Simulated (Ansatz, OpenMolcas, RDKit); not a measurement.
## SiH3Br (SMILES [SiH3]Br): the HOMO–LUMO gap, rung by rung

The species is SiH3Br (5 atoms), meant as a singlet with charge 0. SMILES: `[SiH3]Br`. The shape is that of a PBE0-D4/def2-TZVP optimisation.

Each level gives the HOMO–LUMO gap (eV). The values are calculated.

| level | kind | program | value (eV) | CPU time |
| --- | --- | --- | --- | --- |
| extended Hückel | semi-empirical | RDKit | 17.47 | under 2 s |
| HF/def2-TZVP | Hartree–Fock | OpenMolcas | 14.26 | 9.3 s |
| SVWN5/def2-TZVP | LDA | Ansatz | 5.82 | 3.4 s |
| BLYP/def2-TZVP | GGA | Ansatz | 5.94 | 4.6 s |
| r2SCAN/def2-TZVP | meta-GGA | Ansatz | 6.71 | 8.9 s |
| B3LYP/def2-TZVP | global hybrid | Ansatz | 7.65 | 6.5 s |
| CAM-B3LYP/def2-TZVP | range-separated hybrid | Ansatz | 10.46 | 7.5 s |
| B2PLYP/def2-TZVP | double hybrid | Ansatz | 10.40 | 8.4 s |

All-electron rows without a relativistic Hamiltonian named are non-relativistic. The values span 5.82 to 17.47 eV. Orbital gaps aren't excitation energies, and those of double hybrids come from the SCF part alone; they tend to grow with the share of exact exchange. CPU times are rough (shared hosts, several kinds of processor): they show what a rung costs within a factor of a few.

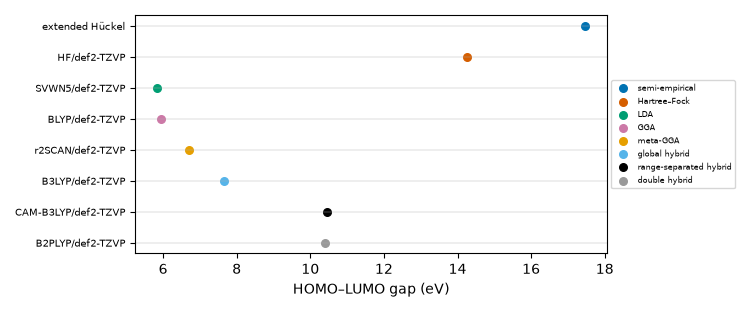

The values of the table, level by level.
